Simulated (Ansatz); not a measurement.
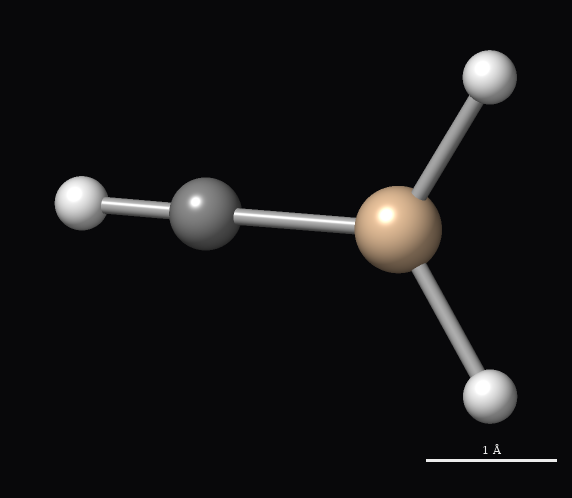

The picture shows a molecular structure as a ball-and-stick model. Colours: carbon grey, silicon light orange, hydrogen white.

State: neutral, doublet. The computed structure is the end point of a PBE0-D4/def2-TZVP optimisation. No frequency run is at hand to confirm it as a minimum.

What is the molecular formula?

CH₃Si, 5 atoms: 1 carbon, 3 hydrogen and 1 silicon.

Which point group does it belong to?

C2v.

The parts below concern this one geometry. Atoms keep their numbers from picture to picture.

**Electronic properties**

No frequency run is at hand to confirm it as a minimum. Method: UKS PBE0-D4/def2-TZVPP (Ansatz 0.2.0).

Estimate the HOMO energy (Kohn–Sham orbital).

−6.56 eV.

Estimate the ⟨S²⟩ of the determinant.

0.785.

**Dipole moment**

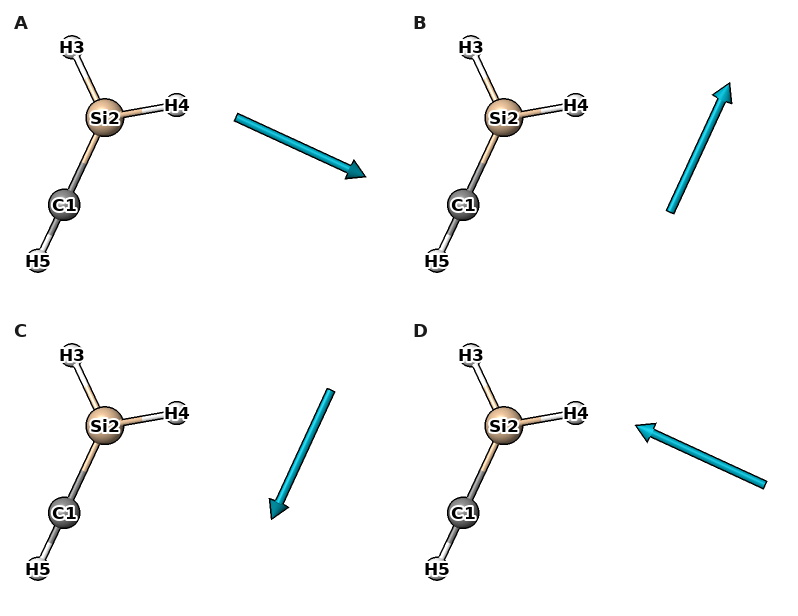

The same molecule four times, each with an arrow. No frequency run is at hand to confirm it as a minimum. Level of theory: UKS PBE0-D4/def2-TZVP (Ansatz 0.2.0).

Which arrow points along the dipole moment, from the negative to the positive end?

B. The dipole moment is 0.72 D; it points from the side of H5 to the side of H3, H4 (the outermost atoms at the two ends).

**Charges**

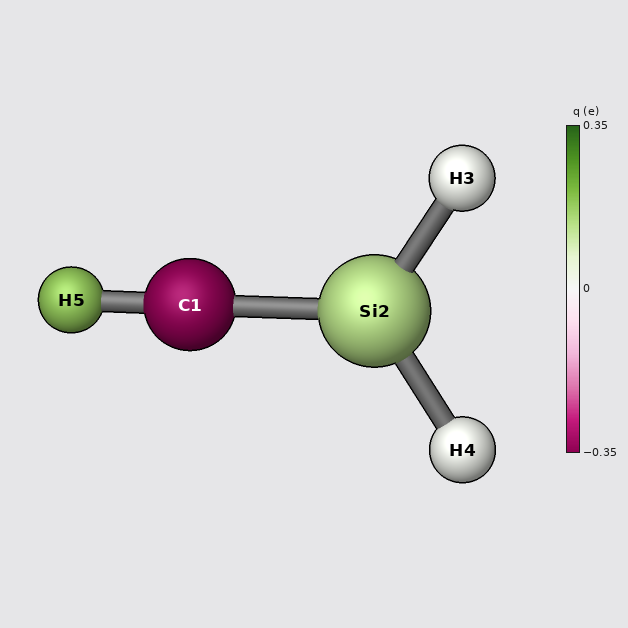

Atoms are coloured by their Mulliken charges. No frequency run is at hand to confirm it as a minimum. Level of theory: UKS PBE0-D4/def2-TZVP (Ansatz 0.2.0).

Which atom carries the highest charge (most positive or least negative)?

H5 (0.18 e).

And the lowest?

C1 (−0.34 e).

List the Mulliken charges.

```csv
atom,value (e)
C1,−0.34
Si2,0.14
H3,0.01
H4,0.01
H5,0.18
```

Mulliken values depend strongly on the basis set and can even reverse the polarity of a bond.
